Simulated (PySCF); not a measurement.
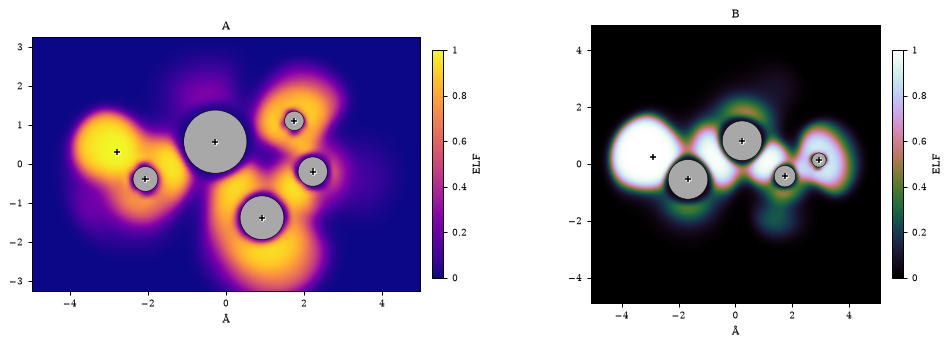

The ELF of 2 systems, each on a plane through atoms (crosses mark nuclei in the plane; grey discs cover the cores).

All numbers below come from PBE0/def2-SVPD, SCF density, gas phase (PySCF 2.14.0).

System 1: CH5AlF3NS, the plane of atoms S3, Al2 and F7. Geometry: GFN2-xTB.

```xyz
12

N     2.1575    0.0832    0.0592
Al    0.2489   -0.6044    0.0230
S    -0.6524    1.4750    0.3252
C    -2.1076    0.4869    0.3171
F    -2.7560    0.4659    1.4785
F    -2.9954    0.8375   -0.6094
F    -1.8303   -0.8436    0.0510
H     2.3535    0.6262    0.9012
H     2.3709    0.6698   -0.7481
H     2.7867   -0.7142    0.0457
H     0.1713   -1.0730   -1.4499
H     0.2539   -1.4101    1.3453
```

System 2: CH7F3NPSi2, the plane of atoms Si3, Si2 and H11. Geometry: GFN2-xTB.

```xyz
15

N     2.4425   -0.7268   -0.2787
Si    1.4431    0.6591   -0.4339
Si   -0.4804    0.1526    0.7964
P    -2.1786    1.5910    1.0224
C    -1.3548   -1.2821   -0.2070
F    -0.4872   -2.2757   -0.5258
F    -1.8526   -0.8506   -1.3880
F    -2.3724   -1.8719    0.4394
H     2.0571   -1.6463   -0.4281
H     3.3980   -0.6988   -0.5962
H     2.2011    1.7556    0.1738
H     1.0918    1.0666   -1.8094
H    -0.3582   -0.5067    2.1079
H    -2.1825    1.9935   -0.3045
H    -1.3716    2.6484    1.4096
```

Match each panel to its system.

Panel A is system 1, CH5AlF3NS: the plane holds N, Al, S, C, F and H. C–S (1.76 Å): the ELF peaks at about 0.95 between the atoms: a shared electron pair. Panel B is system 2, CH7F3NPSi2: the plane holds Si, C, F and H. C–F (1.34 Å): the ELF peaks at about 0.85 between the atoms, as expected for a shared but strongly polarised pair.
